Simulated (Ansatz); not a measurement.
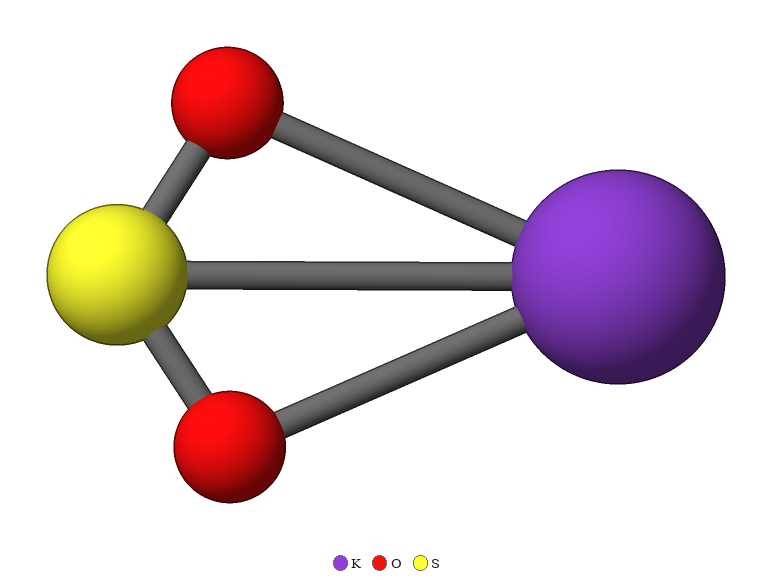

Every bond is drawn as one stick, whatever its order.

The species has charge +1 and is a spin singlet. Computed geometry: PBE0-D4/def2-TZVP optimisation.

Count the atoms of each element.

Answer. KSO2(+), 4 atoms: 1 potassium, 1 sulfur and 2 oxygen.

How many bonds of each kind are drawn?

Answer. 2 K–O, 2 O–S, 1 K–S. Sticks follow a distance rule.

Which point group does it belong to?

Answer. C2v.

How many sets of symmetry-equivalent atoms are there?

Answer. 3: 1 K, 2 O, 1 S.

More results for the same structure follow; atom numbers are the same in all pictures, views and colours differ.

Electronic properties

Method: RKS PBE0-D4/def2-TZVPPD (Ansatz 0.2.0).

What does the calculation give?

- HOMO energy (Kohn–Sham orbital): −14.29 eV
- LUMO energy (Kohn–Sham orbital): −7.87 eV
- HOMO–LUMO gap: 6.42 eV

Vibrations

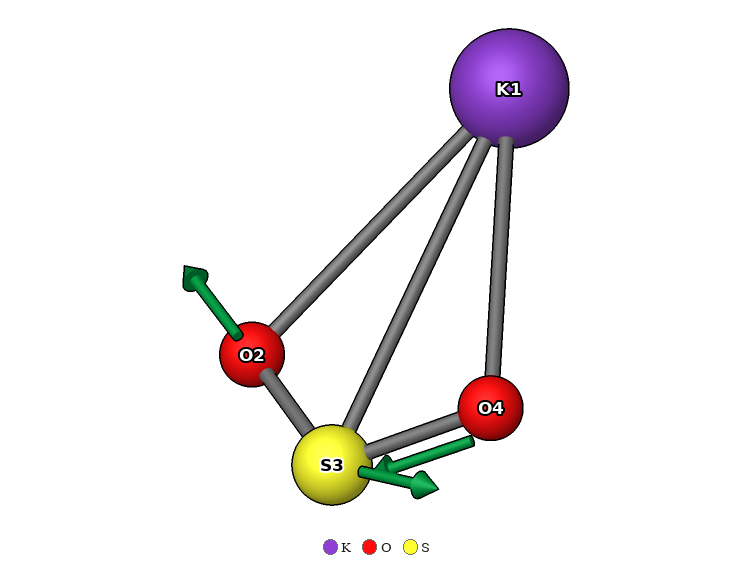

The arrows show one normal mode. Harmonic vibrations computed with RKS PBE0-D4/def2-TZVP (Ansatz 0.2.0) at a stationary point of the same level.

At what wavenumber does it lie?

Answer. 1377 cm⁻¹; it is mode 6 of 6 counted from the lowest.

Charges

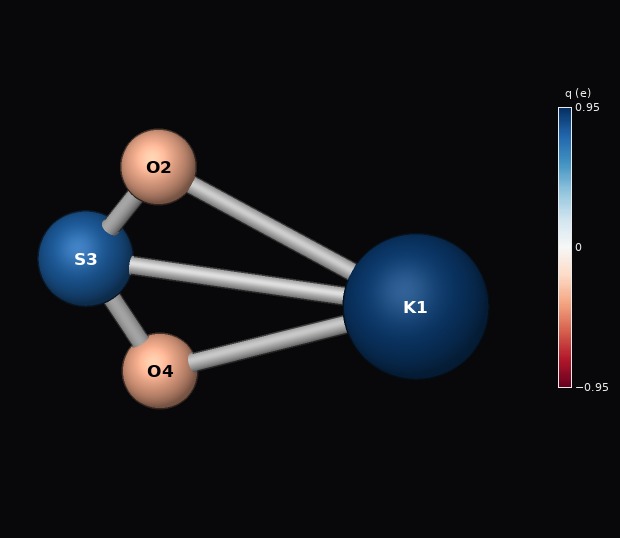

Atoms are coloured by their Mulliken charges. Method: RKS PBE0-D4/def2-TZVP (Ansatz 0.2.0).

List the Mulliken charges.

```csv
atom,value (e)
K1,0.91
O2,−0.35
S3,0.79
O4,−0.35
```

Mulliken values depend strongly on the basis set and can even reverse the polarity of a bond.
